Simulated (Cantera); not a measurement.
Input: 1 mol HMDSO, 0.67 mol CO₂, 48 mol H₂, a varied amount of O₃, equilibrated at 873.15 K and 53.0 Pa.

Equilibrium computed with Cantera from the NASA thermochemical tables; the gas is ideal and each condensed phase is pure. Candidate condensed phases: C, C₆H₆, C₇H₈, C₈H₁₈, H₂O, Si, SiC, SiO₂; 123 gas species. The feed counts by its element totals alone. Rates play no part.

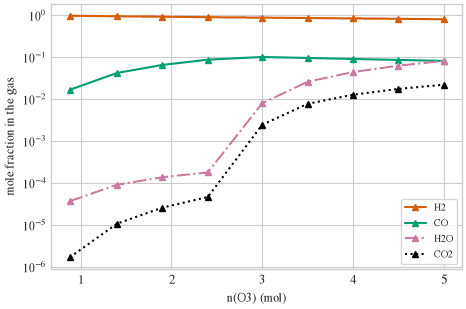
*Equilibrium gas composition (values under 1e-9 drawn at 1e-9)*

From 0.88 mol O₃ to 2.4 mol O₃ the condensed part is C(graphite) + SiO₂(β-quartz). From 3 mol O₃ to 5 mol O₃ the condensed part is SiO₂(β-quartz).
